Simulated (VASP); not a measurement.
Band structure of Na2S (antifluorite). All values below come from RPBE GGA, VASP's PBE PAW potentials (set 64) (plane waves; VASP).

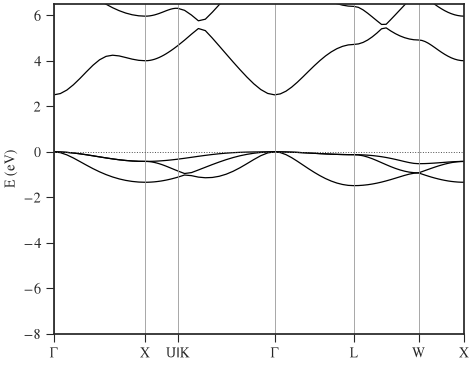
Bands along high-symmetry lines, zero at the valence-band maximum or, without a gap, the Fermi level

Question: Read the plot: is there a gap, and where are the band edges?

Answer: The gap is direct, 2.51 eV, from the valence maximum at Γ to the conduction minimum at Γ. (Edges off the drawn lines would not show.)

The compound is Na2S in the antifluorite structure. It was relaxed first, which changed the volume by +6 %.
